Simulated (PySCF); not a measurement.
Vertical excitations of a molecule GeH₇NOSi from TDA-PBE0/def2-SVPD run with PySCF, as energy in eV (oscillator strength): 6.80 (0.094), 6.87 (0.001), 7.17 (0.065), 7.41 (0.031), 7.43 (0.007), 7.44 (0.005), 7.60 (0.063), 8.06 (0.042), 8.07 (0.056), 8.26 (0.001). Lowest triplet (TDA): 6.38 eV. Geometry: PBE0-D3(BJ)/def2-SVP. One conformer was computed; it need not be the lowest.

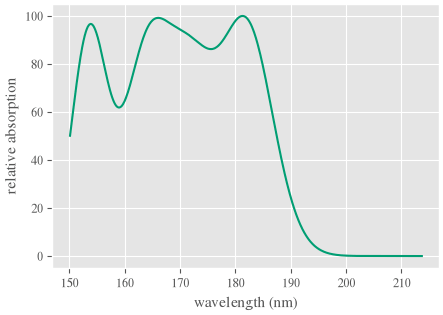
Figure. The lines broadened by 0.4 eV.

Problem. Which molecule gave these data?
(A) [OH][GeH2][NH][SiH3]
(B) N[SiH2][O][GeH3]
(C) N[SiH2][GeH2][OH]
(D) N[Si@H](O)[GeH3]

Solution. B, N[SiH2][O][GeH3]
